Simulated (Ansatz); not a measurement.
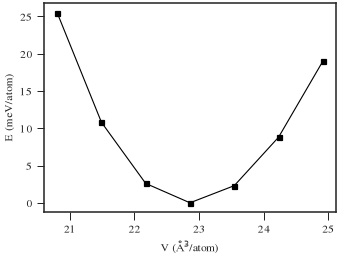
Mg in space group P6/mmm (No. 191; Mg on 1a, Mg on 2d) under volume change, r²SCAN (plane waves, PAW; program Ansatz), shape and atoms relaxed at each volume.

Q: What does a third-order Birch–Murnaghan fit give for V₀, B₀ and B′?

A: V₀ = 22.86 Å³/atom, B₀ = 37.9 GPa, B′ = 3.8.

The cell is a constructed one: a structure type filled with these elements; the Crystallography Open Database copy checked does not list it. It is not the phase usual at ambient conditions (space group No. 194). Symmetry was held in the r²SCAN relaxation; whether a distortion lowers the energy is not shown.

Potentials: the earlier of the program's two PAW sets.
